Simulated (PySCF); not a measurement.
CH5N, SMILES `CN`.

Level of theory: B3LYP/def2-SVPD (PySCF), at a geometry from GFN2-xTB. No frequency check shows the geometry to be a minimum.

Coordinates in Å:

```
C1       0.7030    0.0000   -0.0159
N2      -0.7431   -0.0001    0.1206
H3       1.0986   -0.8841    0.4833
H4       1.0989    0.8832    0.4840
H5       1.0620    0.0005   -1.0554
H6      -1.1379   -0.8184   -0.3310
H7      -1.1376    0.8190   -0.3303
```

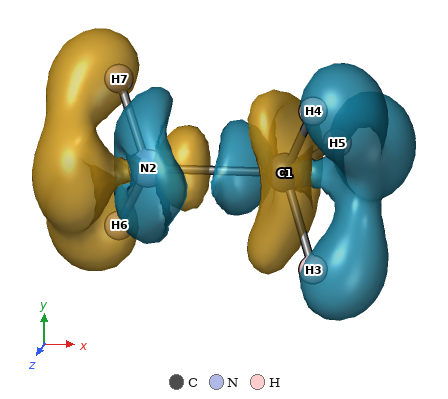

Change of the electron density in a uniform field of 0.21 V/Å, surfaces at ±0.002 e/Å³ (yellow: gain, teal: loss).

### Along which Cartesian direction does the field point?

Along +x: electrons gather on the −x side, against the field.

### How large is the response?

The induced dipole is 0.28 D (along the field); α along this axis, from the fields in both directions, is 27 bohr³ (4.1 Å³).

### Which atoms gain and lose the most charge?

Electrons gather most on H6 and H7 alike (Hirshfeld charge changes by −0.005 e) and leave H5 most (+0.004 e); 0.029 electrons are displaced in all.
